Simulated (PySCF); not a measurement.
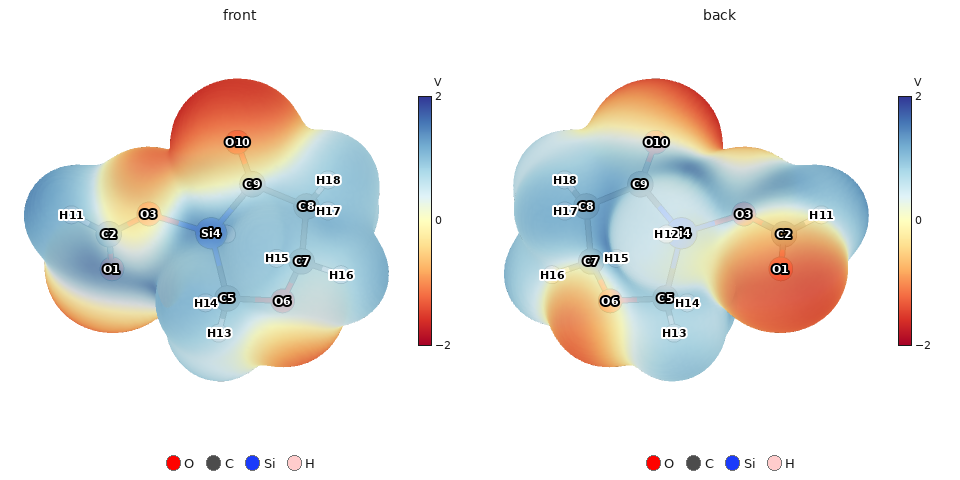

*C$_{5}$H$_{8}$O$_{4}$Si. The electrostatic potential painted on the density surface at 0.002 e/bohr³, seen from the front and from behind; red is negative and blue positive.*

Geometry: GFN2-xTB.

The calculation used PySCF 2.14.0, PBE0/pcSseg-1, SCF density, gas phase, non-relativistic.

Input

```
{"job": {"kind": "nmr", "xc": "PBE0", "basis": "pcSseg-1"}, "charge": 0, "multiplicity": 1}
O      3.557121    -1.123641    -0.228639
C      3.360127    -0.061621     0.275770
O      2.179210     0.401268     0.621634
Si     0.767596    -0.455224     0.433264
C      0.112233    -0.438294    -1.365326
O     -1.288375    -0.669125    -1.355255
C     -2.034386     0.313652    -0.692074
C     -1.951731     0.235818     0.844307
C     -0.567948     0.600169     1.318541
O     -0.358383     1.499170     2.096970
H      4.152965     0.665492     0.515415
H      0.862764    -1.806440     0.970663
H      0.529260    -1.239451    -1.977392
H      0.324460     0.513401    -1.877807
H     -1.730821     1.317653    -1.022927
H     -3.069764     0.143483    -0.999183
H     -2.158222    -0.792120     1.144914
H     -2.694864     0.902128     1.285470
```

Run with:

```sh
OMP_NUM_THREADS=1 python probes_run.py task.json out
```

Which sites attract a positive test charge, and which a negative one?

A positive charge is drawn to the negative regions and a negative charge to the positive ones. The most negative region (about −1.6 V) lies over O10, the most positive (about +1.4 V) over C2, Si4, C5 and H11. O10 is the likeliest acceptor of a hydrogen bond.
